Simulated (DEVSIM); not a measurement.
System: abrupt In0.53Ga0.47As p-n junction, at 250 K.

| layer (left to right) | material | thickness (μm) | Nd (cm⁻³) | Na (cm⁻³) | τn (s) | τp (s) |
|---|---|---|---|---|---|---|
| 1 | In0.53Ga0.47As | 0.230 | - | 5.4e16 | 5.4e-8 | 5.4e-8 |
| 2 | In0.53Ga0.47As | 120 | 2e16 | - | 5.4e-8 | 5.4e-7 |

Left contact: ohmic. Right contact: ohmic. Voltage is applied to the left contact. Recombination: SRH at mid-gap, radiative. Mobility is μmin + (μ − μmin)/(1 + (N/Nref)^α).

This is a model device: material constants are rounded textbook-type values typed into the input, and sizes, dopings and lifetimes were drawn at random. Values at 300 K; Nc and Nv go as T^1.5, mobilities as T to minus their exponent, the gap by Varshni's rule with the affinity fixed.

| parameter | In0.53Ga0.47As |
|---|---|
| gap (eV) | 0.74 |
| affinity (eV) | 4.51 |
| permittivity | 13.9 |
| Nc (cm⁻³) | 2.1e17 |
| Nv (cm⁻³) | 7.7e18 |
| μn (cm²/Vs) | 12000 |
| μp (cm²/Vs) | 300 |
| μn,min | 300 |
| μp,min | 10 |
| Nref,n | 1.3e17 |
| Nref,p | 4.9e17 |
| αn | 0.48 |
| αp | 0.4 |
| T exponent of μn | 1.6 |
| T exponent of μp | 1.6 |
| B (cm³/s) | 9.6e-11 |
| Varshni α (eV/K) | 0.00035 |
| Varshni β (K) | 190 |

Model (solved in DEVSIM): 1D drift-diffusion, Boltzmann statistics, complete ionisation; no tunnelling, impact ionisation, image-force lowering or self-heating.

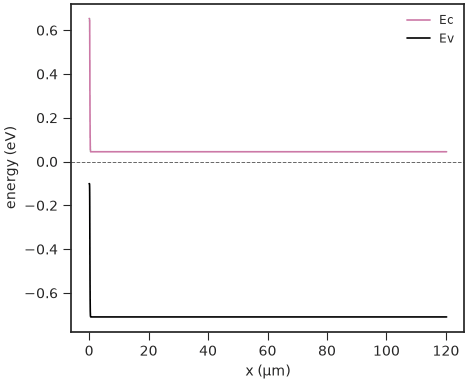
Figure: Band edges at zero bias

Energies count from the Fermi level of the right contact; mesh points crowd at the junctions.

```json
[
 {"x (μm)": "0.000", "Ec (eV)": "0.654", "Ev (eV)": "-0.101", "n (cm⁻³)": "11000", "p (cm⁻³)": "5.4e16", "field (V/cm)": "≈ 0"},
 {"x (μm)": "0.02950", "Ec (eV)": "0.654", "Ev (eV)": "-0.101", "n (cm⁻³)": "11000", "p (cm⁻³)": "5.4e16", "field (V/cm)": "≈ 0"},
 {"x (μm)": "0.08736", "Ec (eV)": "0.653", "Ev (eV)": "-0.101", "n (cm⁻³)": "11000", "p (cm⁻³)": "5.4e16", "field (V/cm)": "-100"},
 {"x (μm)": "0.1677", "Ec (eV)": "0.638", "Ev (eV)": "-0.117", "n (cm⁻³)": "22000", "p (cm⁻³)": "2.6e16", "field (V/cm)": "-8100"},
 {"x (μm)": "0.2228", "Ec (eV)": "0.510", "Ev (eV)": "-0.245", "n (cm⁻³)": "8600000", "p (cm⁻³)": "6.7e13", "field (V/cm)": "-42000"},
 {"x (μm)": "0.2485", "Ec (eV)": "0.397", "Ev (eV)": "-0.358", "n (cm⁻³)": "1.6e9", "p (cm⁻³)": "3.6e11", "field (V/cm)": "-41000"},
 {"x (μm)": "0.3061", "Ec (eV)": "0.201", "Ev (eV)": "-0.554", "n (cm⁻³)": "1.4e13", "p (cm⁻³)": "4.0e7", "field (V/cm)": "-26000"},
 {"x (μm)": "0.5199", "Ec (eV)": "0.045", "Ev (eV)": "-0.710", "n (cm⁻³)": "2.0e16", "p (cm⁻³)": "29000", "field (V/cm)": "-100"},
 {"x (μm)": "0.9456", "Ec (eV)": "0.045", "Ev (eV)": "-0.710", "n (cm⁻³)": "2.0e16", "p (cm⁻³)": "29000", "field (V/cm)": "≈ 0"},
 {"x (μm)": "1.948", "Ec (eV)": "0.045", "Ev (eV)": "-0.710", "n (cm⁻³)": "2.0e16", "p (cm⁻³)": "29000", "field (V/cm)": "≈ 0"},
 {"x (μm)": "4.311", "Ec (eV)": "0.045", "Ev (eV)": "-0.710", "n (cm⁻³)": "2.0e16", "p (cm⁻³)": "29000", "field (V/cm)": "≈ 0"},
 {"x (μm)": "12.56", "Ec (eV)": "0.045", "Ev (eV)": "-0.710", "n (cm⁻³)": "2.0e16", "p (cm⁻³)": "29000", "field (V/cm)": "≈ 0"},
 {"x (μm)": "29.31", "Ec (eV)": "0.045", "Ev (eV)": "-0.710", "n (cm⁻³)": "2.0e16", "p (cm⁻³)": "29000", "field (V/cm)": "≈ 0"},
 {"x (μm)": "67.15", "Ec (eV)": "0.045", "Ev (eV)": "-0.710", "n (cm⁻³)": "2.0e16", "p (cm⁻³)": "29000", "field (V/cm)": "≈ 0"},
 {"x (μm)": "103.3", "Ec (eV)": "0.045", "Ev (eV)": "-0.710", "n (cm⁻³)": "2.0e16", "p (cm⁻³)": "29000", "field (V/cm)": "≈ 0"},
 {"x (μm)": "113.1", "Ec (eV)": "0.045", "Ev (eV)": "-0.710", "n (cm⁻³)": "2.0e16", "p (cm⁻³)": "29000", "field (V/cm)": "≈ 0"},
 {"x (μm)": "117.2", "Ec (eV)": "0.045", "Ev (eV)": "-0.710", "n (cm⁻³)": "2.0e16", "p (cm⁻³)": "29000", "field (V/cm)": "≈ 0"},
 {"x (μm)": "119.0", "Ec (eV)": "0.045", "Ev (eV)": "-0.710", "n (cm⁻³)": "2.0e16", "p (cm⁻³)": "29000", "field (V/cm)": "≈ 0"},
 {"x (μm)": "119.8", "Ec (eV)": "0.045", "Ev (eV)": "-0.710", "n (cm⁻³)": "2.0e16", "p (cm⁻³)": "29000", "field (V/cm)": "≈ 0"},
 {"x (μm)": "120.1", "Ec (eV)": "0.045", "Ev (eV)": "-0.710", "n (cm⁻³)": "2.0e16", "p (cm⁻³)": "29000", "field (V/cm)": "≈ 0"},
 {"x (μm)": "120.2", "Ec (eV)": "0.045", "Ev (eV)": "-0.710", "n (cm⁻³)": "2.0e16", "p (cm⁻³)": "29000", "field (V/cm)": "≈ 0"},
 {"x (μm)": "120.2", "Ec (eV)": "0.045", "Ev (eV)": "-0.710", "n (cm⁻³)": "2.0e16", "p (cm⁻³)": "29000", "field (V/cm)": "≈ 0"}
]
```
